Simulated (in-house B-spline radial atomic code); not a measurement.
# Yb: many-body perturbation calculation

Yb, core [Xe] 4f14. Computed at this level: configuration interaction of two valence electrons with many-body perturbation theory for the core (screened one- and two-electron correlation potentials), Breit and QED, no-pair Dirac, B-spline basis (in-house B-spline radial atomic code).

Input file:
```
basis_form = 3
Z = 70
core_configuration = [Xe] 4f14
rms_radius = 5.3108
mass_number = 174
speed_of_light = 137.035999084
box_radius = 45.0
lmax = 6
intervals = 67
virtual_cutoff = 9800.0
```

Launched within a batch (the task file carries these settings):
```bash
python <driver script> task.json out
```

The program writes its results to a structured record and prints no log; tables and figures of this report are taken from that record.

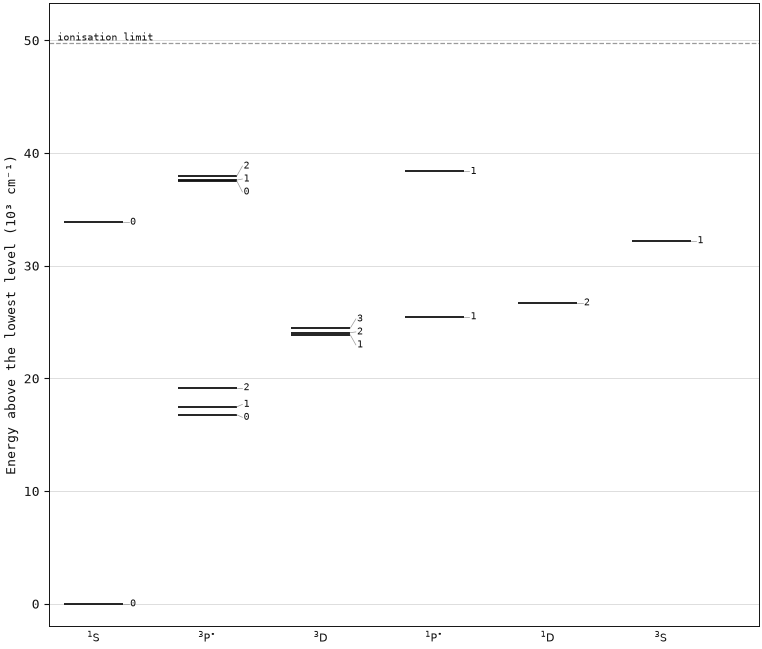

Levels of Yb I (neutral ytterbium), two electrons outside the core [Xe] 4f¹⁴. CI+MBPT: configuration interaction in the frozen-core Dirac–Hartree–Fock potential with screened core-valence correlation, Breit and QED terms; computed with a B-spline radial code. The lowest level is 6s² ¹S₀. The first excited level, 6s 6p ³P°₀, lies at 16,800 cm⁻¹. It is also the lowest level of opposite parity. The ionisation energy is 6.174 eV, against 5.812 eV from CI without core-valence correlation and a measured value of 6.254 eV.

```
     Level  E (cm⁻¹)  measured
   6s² ¹S₀         0         0
6s 6p ³P°₀    16,780    17,290
6s 6p ³P°₁    17,480    17,990
6s 6p ³P°₂    19,190    19,710
 6s 5d ³D₁    23,870    24,490
 6s 5d ³D₂    24,060    24,750
 6s 5d ³D₃    24,460    25,270
6s 6p ¹P°₁    25,480    25,070
 6s 5d ¹D₂    26,720    27,680
 6s 7s ³S₁    32,230    32,690
 6s 7s ¹S₀    33,870    34,350
6s 7p ³P°₀    37,540    38,090
6s 7p ³P°₁    37,610    38,170
6s 7p ³P°₂    37,970    38,550
6s 7p ¹P°₁    38,370    40,560
```

Results in brief:

| quantity | value |
| --- | --- |
| outcome | converged |
| hardware | 1 CPU thread, shared host |
| wall time | 3.4 min |

Notes:

Limits: an outer d10 or f14 shell is a soft core here, levels are a few per cent off; levels with the lowest nd electron over a p6 core lie up to 1200 cm⁻¹ too low for each such electron near neutrality; the outer n is counted by energy, so a perturber such as np2 can shift it by one.
